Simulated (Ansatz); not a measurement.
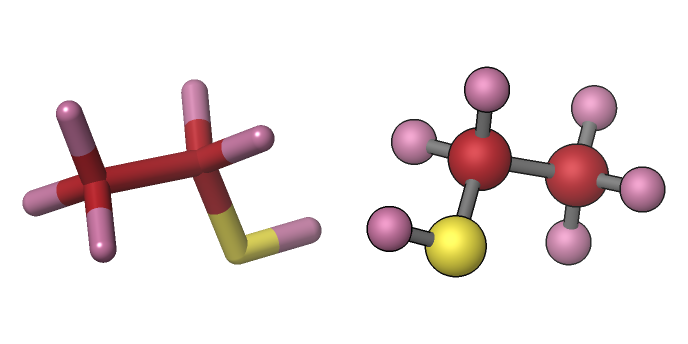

The same structure drawn twice, from different directions. Colours: carbon red, nitrogen yellow, hydrogen pink.

The species is neutral and a spin doublet.

Description:

The molecule is C2H6N. Its SMILES string is `CC[NH]`. It has no ring. The point group is Cs. It is an open-shell species. Coordination: 2 C tetrahedral; 1 N bent.

The parts below concern this one geometry. Atoms keep their numbers from picture to picture. The geometry was computed by an optimisation with PBE0-D4/def2-TZVP. No frequency run is at hand to confirm it as a minimum.

## Electronic properties

No frequency run is at hand to confirm it as a minimum. Properties computed with UKS r2SCAN-D4/def2-TZVPP (Ansatz 0.2.0).

Predict the main results.

- ⟨S²⟩ of the determinant: 0.756
- dispersion correction: −2.5 kJ/mol

## Dipole moment

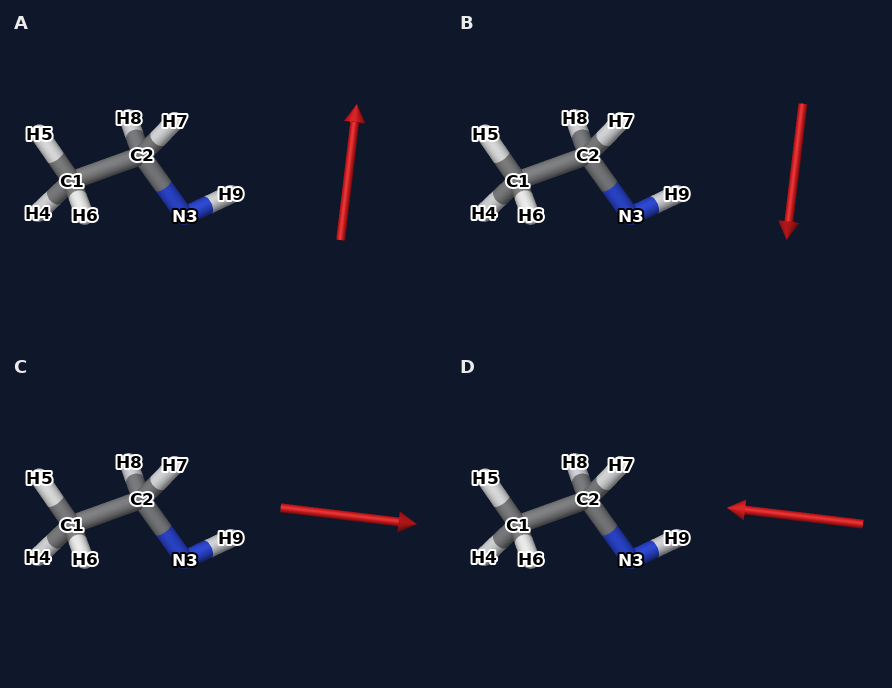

The same molecule four times, each with an arrow. No frequency run is at hand to confirm it as a minimum. Level of theory: UKS PBE0-D4/def2-TZVP (Ansatz 0.2.0).

> Which arrow points along the dipole moment, from the negative to the positive end?

A. The dipole moment is 1.89 D; it points from the side of H4, H6 to the side of H7, H8 (the outermost atoms at the two ends).

## Charges

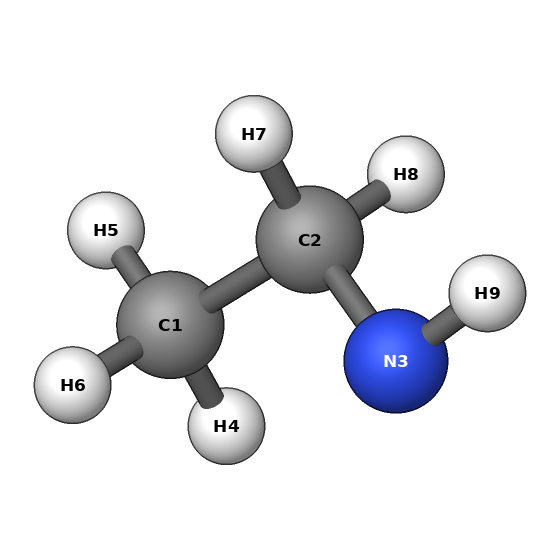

The questions are on Mulliken charges. No frequency run is at hand to confirm it as a minimum. Method: UKS PBE0-D4/def2-TZVP (Ansatz 0.2.0).

List the Mulliken charges.

```tsv
atom	value (e)
C1	−0.30
C2	−0.16
N3	−0.32
H4	0.12
H5	0.11
H6	0.12
H7	0.12
H8	0.12
H9	0.20
```

Mulliken values depend strongly on the basis set and can even reverse the polarity of a bond.
